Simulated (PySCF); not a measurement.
# BH2F (SMILES [H]B([H])F) at NEVPT2(12,10)/STO-3G

Aim: the vertical ionisation energy of BH2F at NEVPT2(12,10)/STO-3G, from 2 runs. 

The calculation is run with PySCF 2.14.0.

7 further runs of the same task are left out: 7 set aside as unsound or not needed.

### Step 1. The molecule

BH2F: 4 atoms, total charge 0, spin state singlet. SMILES: `[H]B([H])F`. The shape is that of a GFN2-xTB optimisation.

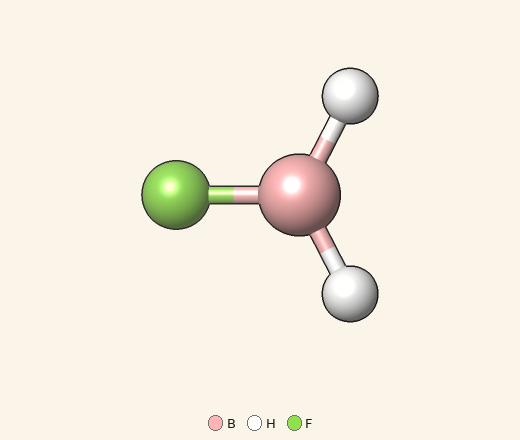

Viewed from a chosen angle; boron pink, hydrogen white, fluorine green.

### Step 2. A single-point energy at NEVPT2(12,10)/STO-3G

calc.py

```python
import numpy
from pyscf import gto, scf, mp, mcscf, mrpt

mol = gto.Mole()
mol.atom = '''
B      0.056673     0.092975     0.001134
H      2.264686    -0.064194     0.029536
H     -1.092772     1.984553    -0.036755
F     -1.228587    -2.013314     0.006104
'''
mol.unit = 'bohr'
mol.max_memory = 1860
mol.spin = 0
mol.verbose = 3
mol.basis = 'sto-3g'
mol.build()

mf = scf.RHF(mol)
mf.conv_tol = 1e-10
mf.kernel()
if not mf.converged:
    mf = mf.newton().run(mf.mo_coeff, mf.mo_occ)

pt = mp.MP2(scf.addons.convert_to_uhf(mf)).run()
noons, natorbs = mcscf.addons.make_natural_orbitals(pt)
print('natural occupations', numpy.round(noons[:40], 4))
cas = mcscf.CASSCF(mf, 10, 12)
cas.fix_spin_(ss=0.0)
cas.natorb = True
cas.kernel(natorbs)
e_pt2 = mrpt.NEVPT(cas).kernel()
energy = cas.e_tot + e_pt2
print('E = %.10f Eh' % energy)
```

Run with:

```bash
OMP_NUM_THREADS=1 python calc.py
```

The program printed:

```text
converged SCF energy = -123.602860603747
E(UMP2) = -123.6649302619  E_corr = -0.0620696581532573
E(SCS-UMP2) = -123.668935762322  E_corr = -0.0660751585751756
natural occupations [2.     1.9999 1.9996 1.997  1.9911 1.9907 1.9856 1.9834 0.0187 0.0151
 0.0096 0.0093]
CASSCF energy = -123.685214878695
CASCI E = -123.685214878695  E(CI) = -42.3102953690916  S^2 = 0.0000000
Sr    (-1)',   E = -0.00000000000000
Si    (+1)',   E = -0.00024492213081
Sijrs (0)  ,   E = 0.00000000000000
Sijr  (+1) ,   E = -0.00000000000000
Srsi  (-1) ,   E = -0.00000000000000
Srs   (-2) ,   E = 0.00000000000000
Sij   (+2) ,   E = -0.00019520982092
Sir   (0)' ,   E = -0.00000000000000
Nevpt2 Energy = -0.000440131951729
E = -123.6856550106 Eh
```

Wall time 25 s (1 thread of Arm Neoverse V1, shared host); peak memory 0.16 GiB.

### Step 3. The doublet cation

input.py

```python
import numpy
from pyscf import gto, scf, mp, mcscf, mrpt

mol = gto.M(
    atom='''
B        0.029990       0.049200       0.000600
H        1.198420      -0.033970       0.015630
H       -0.578270       1.050180      -0.019450
F       -0.650140      -1.065400       0.003230
''',
    verbose=4,
    spin=1,
    max_memory=1860,
    charge=1,
    basis='sto-3g',
)

mf = scf.ROHF(mol)
mf.conv_tol = 1e-10
mf.kernel()
if not mf.converged:
    mf = mf.newton().run(mf.mo_coeff, mf.mo_occ)

pt = mp.MP2(scf.addons.convert_to_uhf(mf)).run()
noons, natorbs = mcscf.addons.make_natural_orbitals(pt)
print('natural occupations', numpy.round(noons[:40], 4))
cas = mcscf.CASSCF(mf, 10, 11)
cas.fix_spin_(ss=0.75)
cas.natorb = True
cas.kernel(natorbs)
e_pt2 = mrpt.NEVPT(cas).kernel()
etot = cas.e_tot + e_pt2
print('Final energy', etot)
```

Run with:

```bash
OMP_NUM_THREADS=1 python input.py
```

The program printed:

```text
PySCF version 2.14.0

[INPUT] num. atoms = 4
[INPUT] num. electrons = 15
[INPUT] charge = 1
[INPUT] spin (= nelec alpha-beta = 2S) = 1
[INPUT] symmetry False subgroup None
[INPUT] Mole.unit = angstrom
[INPUT] Symbol           X                Y                Z      unit          X                Y                Z       unit  Magmom
[INPUT]  1 B      0.029990000000   0.049200000000   0.000600000000 AA    0.056672886476   0.092974525329   0.001133835675 Bohr   0.0
[INPUT]  2 H      1.198420000000  -0.033970000000   0.015630000000 AA    2.264685582201  -0.064193996451   0.029536419327 Bohr   0.0
[INPUT]  3 H     -0.578270000000   1.050180000000  -0.019450000000 AA   -1.092771926052   1.984552581496  -0.036755173123 Bohr   0.0
[INPUT]  4 F     -0.650140000000  -1.065400000000   0.003230000000 AA   -1.228586542625  -2.013314213112   0.006103815382 Bohr   0.0

nuclear repulsion = 27.5083481838548
number of shells = 8
number of NR pGTOs = 36
number of NR cGTOs = 12
basis = sto-3g
ecp = {}

******** <class 'pyscf.scf.rohf.ROHF'> ********
method = ROHF
initial guess = minao
damping factor = 0
level_shift factor = 0
DIIS = <class 'pyscf.scf.diis.CDIIS'>
diis_start_cycle = 1
diis_space = 8
diis_damp = 0
SCF conv_tol = 1e-10
SCF conv_tol_grad = None
SCF max_cycles = 50
direct_scf = True
direct_scf_tol = 1e-13
num. doubly occ = 7  num. singly occ = 1
Set gradient conv threshold to 1e-05
init E= -123.516737862512
  HOMO = -0.320075766708792  LUMO = 0.167503603090034  gap/eV = 13.26771
cycle= 1 E= -123.108852787727  delta_E= 0.408  |g|= 0.434  |ddm|= 1.46
[... 34 lines left out ...]
converged SCF energy = -123.23272952795
[... 32 lines left out ...]
sorting_mo_energy = False
[... 38 lines left out ...]
1-step CASSCF converged in  12 macro (154 JK  33 micro) steps
[... 3 lines left out ...]
Natural orbital (expansion on meta-Lowdin AOs) in CAS space
[... 23 lines left out ...]
CASSCF energy = -123.323561852300
[... 1 line left out ...]

******** <class 'pyscf.mrpt.nevpt2.NEVPT'> ********
NEVPT2 (6e+5e, 10o), ncore = 2, nvir = 0
root = 0
Natural occ [1.9992542  1.98104741 1.96699627 1.96300201 1.94820797 1.03500704
 0.04183945 0.02622252 0.02050126 0.01792186]
Natural orbital (expansion on meta-Lowdin AOs) in CAS space
               #1        #2        #3        #4        #5
0 B 1s           0.02031  -0.01205  -0.00317   0.00001   0.00000
0 B 2s          -0.11141   0.53531  -0.41698  -0.00090  -0.00002
0 B 2px          0.08149  -0.09627  -0.26148   0.00431  -0.51816
[... 8 lines of this table left out ...]
3 F 2pz         -0.00062  -0.00242  -0.00041  -0.94367  -0.01094
               #6        #7        #8        #9        #10
0 B 1s           0.00000   0.00003   0.01240  -0.00701   0.00000
0 B 2s          -0.00001  -0.00169  -0.61655   0.38298  -0.00005
0 B 2px         -0.32256   0.01240   0.28200   0.32797   0.59655
[... 8 lines of this table left out ...]
3 F 2pz          0.01252   0.33043  -0.00121   0.00006  -0.00274
<CAS-nat-orb|mo-hf>  3      3       -0.91147325
<CAS-nat-orb|mo-hf>  3      4        0.40360174
<CAS-nat-orb|mo-hf>  4      4        0.89403753
<CAS-nat-orb|mo-hf>  5      6       -0.96762841
<CAS-nat-orb|mo-hf>  6      5       -0.99497191
<CAS-nat-orb|mo-hf>  7      7       -0.95035816
<CAS-nat-orb|mo-hf>  8      8        0.94857506
<CAS-nat-orb|mo-hf>  9      9       -0.99497243
<CAS-nat-orb|mo-hf>  10     10      -0.98185323
<CAS-nat-orb|mo-hf>  11     11       0.98261168
<CAS-nat-orb|mo-hf>  12     12       0.99815612
Sr    (-1)',   E = -0.00000000000000
Si    (+1)',   E = -0.00029229638240
Sijrs (0)  ,   E = 0.00000000000000
Sijr  (+1) ,   E = -0.00000000000000
Srsi  (-1) ,   E = -0.00000000000000
Srs   (-2) ,   E = 0.00000000000000
Sij   (+2) ,   E = -0.00019248951185
Sir   (0)' ,   E = -0.00000000000000
Nevpt2 Energy = -0.000484785894256
Final energy -123.32404663819452
```

Run time: 41 s. Hardware: 1 thread of Arm Neoverse V1, shared host; peak memory 0.17 GiB.

### Step 4. What came out

At NEVPT2(12,10)/STO-3G:

```
                                           quantity          value
                         singlet BH2F: total energy  -123.68566 Eh
 singlet BH2F: dipole moment (Hartree–Fock density)         0.19 D
  singlet BH2F: HOMO energy (Hartree–Fock orbitals)      -11.04 eV
  singlet BH2F: LUMO energy (Hartree–Fock orbitals)        7.54 eV
singlet BH2F: HOMO–LUMO gap (Hartree–Fock orbitals)       18.58 eV
                       doublet cation: total energy  -123.32405 Eh
 vertical ionisation energy (to the doublet cation)       9.840 eV
```

What this shows: Removing an electron at fixed nuclei costs 9.84 eV (227 kcal/mol). In a minimal basis such a difference can be off by several eV, whatever the method. Mulliken charges (singlet BH2F) of the mean-field density run from -0.18 on F4 to +0.33 on B1. Mulliken charges (doublet cation) of the mean-field density run from +0.13 on H2 to +0.44 on B1; they depend strongly on the basis.
